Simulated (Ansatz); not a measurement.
**CH6AlNSi: atomisation energy from a Python script**

How much energy holds CH6AlNSi together? Aim: an atomisation energy, for CH6AlNSi, run from a script. SMILES: C[N]1[AlH][SiH2]1.

Computed with Ansatz 0.2.0, driven from Python. Level of theory: B3LYP+D4/def2-TZVPP.

## (1) Starting point

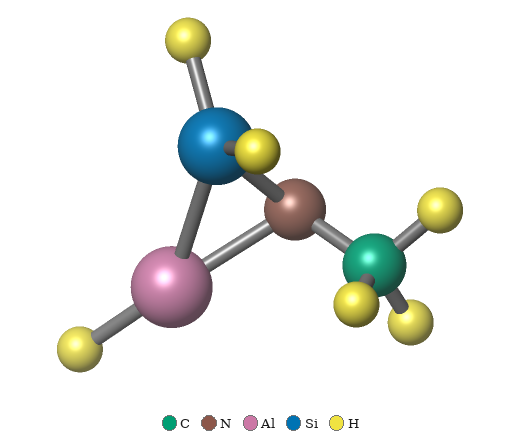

The starting structure, viewed from a chosen angle; carbon teal, nitrogen brown, aluminium pink, silicon blue, hydrogen yellow.

The script reads ch6alnsi.xyz:

```xyz
10

C    -0.12630    1.31540   -0.13440
N    -0.59200   -0.00330   -0.49960
Al    0.88830   -1.06290   -1.05680
Si   -0.27970   -1.10700    0.90190
H    -0.05360    1.94970   -1.09260
H     0.78220    1.41910    0.42250
H    -0.94330    1.84060    0.46770
H     1.70550   -1.92110   -2.15870
H    -1.46110   -2.05960    1.03290
H     0.16310   -0.42200    2.12010
```

## (2) Script

The input, tae_ch6alnsi.py:

```python
from collections import Counter

import ansatz as az


def single_point(molecule, charge=0, unpaired=0):
    calc = molecule.calculation().basis(gaussian='def2-TZVPP').functional('B3LYP', dispersion='d4')
    if charge:
        calc = calc.charge(charge)
    if unpaired:
        calc = calc.spin('collinear', total=unpaired)
    return calc.run().report['free_energy_ev']

ch6alnsi = az.Crystal.molecule_from_extxyz('ch6alnsi.xyz')

unpaired = {'C': 2, 'N': 3, 'Al': 1, 'Si': 2, 'H': 1}
counts = Counter(site.symbol for site in ch6alnsi.cartesian_sites)
atom_energy = {s: single_point(az.Crystal.molecule().atom(s, (0, 0, 0)), 0, unpaired[s]) for s in counts}
whole = single_point(ch6alnsi, 0, 0)
for s, e in atom_energy.items():
    print(f'{s:2s} x{counts[s]}  {e:14.5f} eV')
print(f'CH6AlNSi: {whole:.5f} eV')
split = sum(counts[s] * e for s, e in atom_energy.items()) - whole
print(f'atomisation energy (no zero-point term): {96.485332 * split:.1f} kJ/mol, {split / sum(counts.values()):.3f} eV an atom')
```

## (3) What the engine is handed

The package turns the script's settings into the engine's input (first run):

```yaml
crystal:
  periodic: [false, false, false]
  atoms:
    - { symbol: C, position_ang: [0.0, 0.0, 0.0] }
basis:
  gaussian:
    orbitals: def2-TZVPP
hamiltonian:
  xc: b3lyp
  dispersion: d4
magnetization:
  spin_polarized: true
  initial_magnetization: 2.0
```

## (4) Running it

The run is started by

```bash
> python tae_ch6alnsi.py
```

Output:

```text
C  x1     -1030.20887 eV
N  x1     -1485.84985 eV
Al x1     -6595.70277 eV
Si x1     -7874.75980 eV
H  x6       -13.66431 eV
CH6AlNSi: -17100.62468 eV
atomisation energy (no zero-point term): 3098.9 kJ/mol, 3.212 eV an atom
```

It took 9.9 s on 1 thread of Arm Neoverse V2, shared host; peak memory 0.48 GiB.

## (5) What changed from run to run

The engine's inputs for some of the other runs:

Run 2, against run 1:

```diff
@@ -4 +4 @@
-    - { symbol: C, position_ang: [0.0, 0.0, 0.0] }
+    - { symbol: "N", position_ang: [0.0, 0.0, 0.0] }
@@ -13 +13 @@
-  initial_magnetization: 2.0
+  initial_magnetization: 3.0
```

Run 3, against run 1:

```diff
@@ -4 +4 @@
-    - { symbol: C, position_ang: [0.0, 0.0, 0.0] }
+    - { symbol: Al, position_ang: [0.0, 0.0, 0.0] }
@@ -13 +13 @@
-  initial_magnetization: 2.0
+  initial_magnetization: 1.0
```

Run 4, against run 1:

```diff
@@ -4 +4 @@
-    - { symbol: C, position_ang: [0.0, 0.0, 0.0] }
+    - { symbol: Si, position_ang: [0.0, 0.0, 0.0] }
```

## (6) Run by run

The 6 runs, in the order started:

| run | system | unpaired or total moment | energy (eV) | <S²> | SCF cycles | CPU time (s) |
| --- | --- | --- | --- | --- | --- | --- |
| 1 | C | 2 | -1030.2089 | 2.00 | 11 | 0.15 |
| 2 | N | 3 | -1485.8499 | 3.75 | 11 | 0.15 |
| 3 | Al | 1 | -6595.7028 | 0.75 | 25 | 0.6 |
| 4 | Si | 2 | -7874.7598 | 2.00 | 23 | 0.53 |
| 5 | H | 1 | -13.6643 | 0.75 | 8 | 0.05 |
| 6 | CH6AlNSi | not set | -17100.6247 | 0.00 | 18 | 8 |

Totals carry meaning only in balanced differences at one level of theory.

## (7) Outcome

```
                         quantity          value
atomisation energy, no zero point  3098.9 kJ/mol
                    runs compared              6
```

Zero-point motion and spin-orbit terms of the atoms are left out, and both would lower it. 3098.9 kJ/mol from the electronic energies, without the zero-point term. What to keep in mind:
- The geometry is a force-field or estimated start, not a minimum of this method, and the basis set is short of its limit. All parts are taken at fixed geometry, without zero-point energy.
- b3lyp holds the VWN-RPA fit, as in Gaussian; the form of ORCA and Turbomole is b3lyp5.
